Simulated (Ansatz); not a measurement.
# AlClH5N2 (charge +1): what the fields show

```csv
atom,x (Å),y (Å),z (Å)
Al,1.5203,0.4458,0.3185
Cl,2.2821,1.4698,-1.2930
N,1.7204,0.4380,2.0406
N,0.2011,-0.8872,-0.3060
H,2.3645,1.0662,2.5198
H,1.2532,-0.1514,2.7254
H,-0.2356,-1.4406,0.4437
H,0.6193,-1.5637,-0.9611
H,-0.5695,-0.4480,-0.8303
```

Geometry: B3LYP-D3(BJ)/def2-SVP.

These are results of Ansatz, isolated molecule in a Gaussian basis; Kohn-Sham density functional theory, functional PBE0, not measurements.

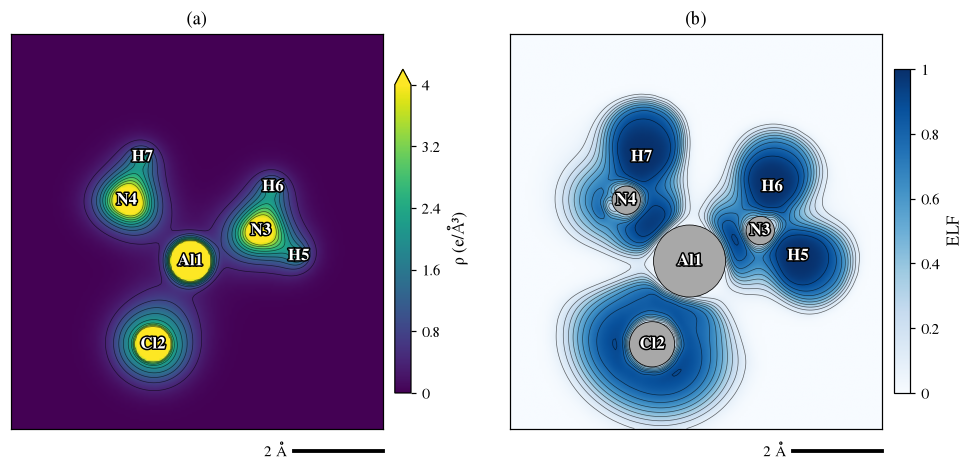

Figure 1. (a) electron density; (b) electron localisation function on the plane of atoms Al1, N4 and H7. Grey discs cover the atomic cores in the ELF map.

Q: What does the map show?

A: Atoms in the plane: Al, Cl, N and H.
Al–N (1.73 Å): ρ at the midpoint is about 0.94 e/Å³; the ELF peaks at about 0.90 in the valence shell of N, 0.6 Å from its nucleus, and is about 0.55 at the midpoint.
Al–Cl (2.06 Å): ρ is about 0.81 e/Å³ halfway; the ELF peaks at about 0.85 in the valence shell of Cl, 0.9 Å from its nucleus, and is about 0.80 at the midpoint.
N–H (1.02 Å): the density is about 2.8 e/Å³ at the midpoint; the ELF climbs to about 1 towards the hydrogen, as it does in any bond to H: an ordinary covalent bond to hydrogen.
Al–N (1.98 Å): ρ is about 0.6 e/Å³ halfway; the ELF peaks at about 0.95 in the valence shell of N, 0.7 Å from its nucleus, and is about 0.80 at the midpoint.
The ELF also peaks beside Cl2, away from the bonds: lone-pair regions.

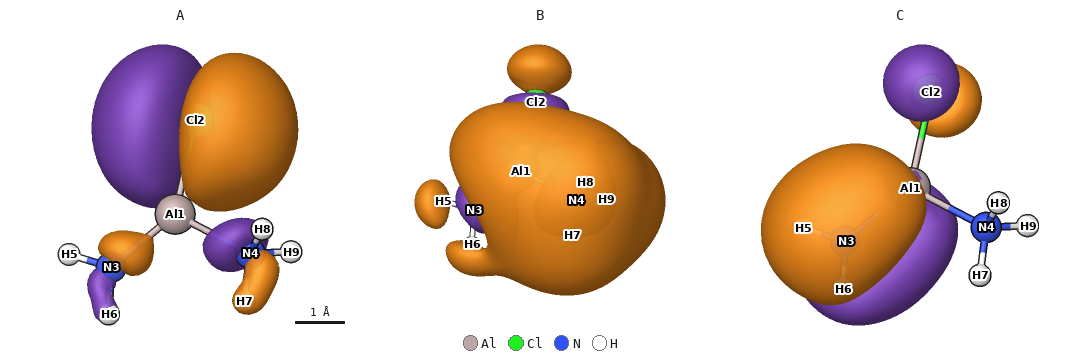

Figure 2. Three frontier orbitals at ±0.05 Å⁻³ᐟ² (orange and purple are the two phases), in no order.

Q: Which picture is the HOMO−1, the HOMO and the LUMO?

A: A is the HOMO−1 (−13.94 eV). It lies mainly on Cl2 (about 90 %); largely a lone pair of Cl2. C is the HOMO (−12.54 eV). By Hirshfeld shares it lies mainly on N3 (about 70 %); largely a lone pair of N3. B is the LUMO (−5.83 eV). Its weight (Hirshfeld) is mainly on Al1 (about 40 %), N4 (about 10 %), Cl2 (about 10 %), H8 (about 10 %), H9 (about 10 %) and H7 (about 10 %).

Q: What is the HOMO–LUMO gap?

A: 6.71 eV between the orbital energies.
